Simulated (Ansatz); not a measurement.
# A ladder of methods for C2H4ClSi (SMILES C=C[SiH]Cl)

C2H4ClSi has 8 atoms, charge 0, and is taken as a doublet. As SMILES, `C=C[SiH]Cl`. Geometry: optimised at B3LYP/def2-SVP.

| atom | x (Å) | y (Å) | z (Å) |
| --- | --- | --- | --- |
| C | 0.6609 | 1.0501 | -0.6639 |
| C | 0.6159 | -0.0624 | 0.0920 |
| Si | -0.9238 | -0.6470 | 0.9513 |
| Cl | -1.0201 | -2.7349 | 0.9893 |
| H | -0.2342 | 1.6457 | -0.8792 |
| H | 1.5954 | 1.4121 | -1.1073 |
| H | 1.5476 | -0.6121 | 0.2794 |
| H | -2.1493 | -0.1087 | 0.2824 |

Quantity: the dissociation energy of the Si3–C2 bond into singlet SiHCl and doublet C2H3 (shapes relaxed at B3LYP/def2-SVP, no zero-point term), in eV. The values are calculated.

```tsv
level	kind	program	value (eV)	less CCSD(T)/def2-SVP	CPU time (all runs)
UHF/def2-SVP	Hartree–Fock	Ansatz	2.59	-0.29	2.9 s
USVWN5/def2-SVP	LDA	Ansatz	3.54	+0.66	2.3 s
UBLYP/def2-SVP	GGA	Ansatz	2.76	-0.12	4.6 s
U-r2SCAN/def2-SVP	meta-GGA	Ansatz	3.20	+0.32	11 s
UB3LYP/def2-SVP	global hybrid	Ansatz	2.88	0.00	6.1 s
UCAM-B3LYP/def2-SVP	range-separated hybrid	Ansatz	3.01	+0.13	7.1 s
UB2PLYP/def2-SVP	double hybrid	Ansatz	2.99	+0.11	7.1 s
UCCSD(T)/def2-SVP	coupled cluster or CI	Ansatz	2.88	0.00	21 s
```

UCCSD(T)/def2-SVP is the highest level here, not the true value. Correlated wave functions underbind in double-zeta sets. The values span 2.59 to 3.54 eV. Spin contamination of the reference (⟨S²⟩ at least 0.1 too high) touches UHF/def2-SVP, UCCSD(T)/def2-SVP (up to 0.22 too high). Hartree–Fock misses the correlation of the electron pair that is broken and comes out low. A fragment with an even electron count was run as a singlet and may have a lower triplet. Measured bond enthalpies also hold zero-point and thermal terms, a few tenths of an eV less. CPU times are rough (shared hosts, several kinds of processor and program).

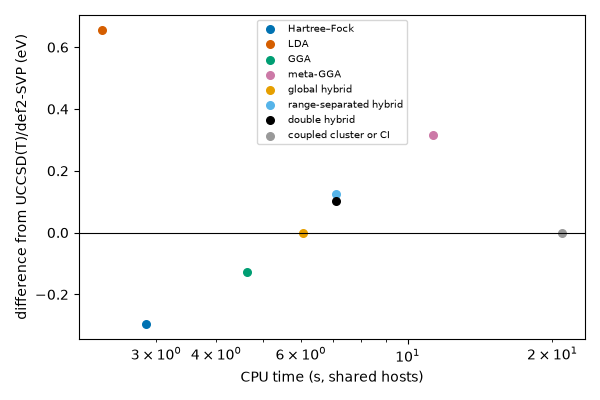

Difference from UCCSD(T)/def2-SVP against processor time, one point a level.
